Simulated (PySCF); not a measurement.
System: C5H6ClFSi2.

```yaml
atoms:
  - { symbol: C, position_ang: [3.6467, -1.4905, 0.6077] }
  - { symbol: C, position_ang: [2.7924, -0.7202, 0.2577] }
  - { symbol: Si, position_ang: [1.4586, 0.4136, -0.3360] }
  - { symbol: F, position_ang: [2.2375, 1.8196, -0.5946] }
  - { symbol: C, position_ang: [0.0006, 0.6317, 0.8670] }
  - { symbol: C, position_ang: [-1.0816, 0.3604, 0.1197] }
  - { symbol: C, position_ang: [-2.4842, 0.3904, 0.5949] }
  - { symbol: Cl, position_ang: [-3.2822, -1.1723, 0.2168] }
  - { symbol: Si, position_ang: [-0.4202, -0.0693, -1.6269] }
  - { symbol: H, position_ang: [4.4016, -2.1506, 0.9265] }
  - { symbol: H, position_ang: [-0.0390, 0.9036, 1.9126] }
  - { symbol: H, position_ang: [-2.5623, 0.5344, 1.6745] }
  - { symbol: H, position_ang: [-3.0641, 1.1554, 0.0747] }
  - { symbol: H, position_ang: [-0.6850, -1.4429, -2.0564] }
  - { symbol: H, position_ang: [-0.9231, 0.8446, -2.6601] }
```

Geometry: GFN2-xTB.

Method: CAM-B3LYP/def2-SVPD, SCF density, gas phase in PySCF.

### What can the converged electron density and electron localisation function tell about the bonding?

Si–Si (2.33 Å): ρ is about 0.62 e/Å³ halfway; the ELF peaks at about 0.95 between the atoms (a shared electron pair).
C–H (1.08 Å): ρ is about 2 e/Å³ halfway; the ELF climbs to about 1 towards the hydrogen, as it does in any bond to H; a covalent bond by its length.

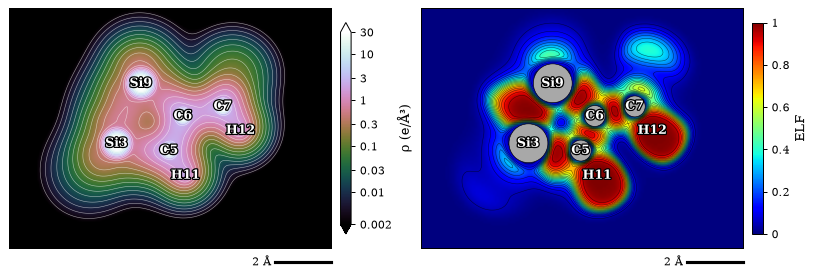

Computed electron density and electron localisation function on the plane of atoms C7, C6 and Si9, in this order. Grey discs cover the atomic cores in the ELF map. 
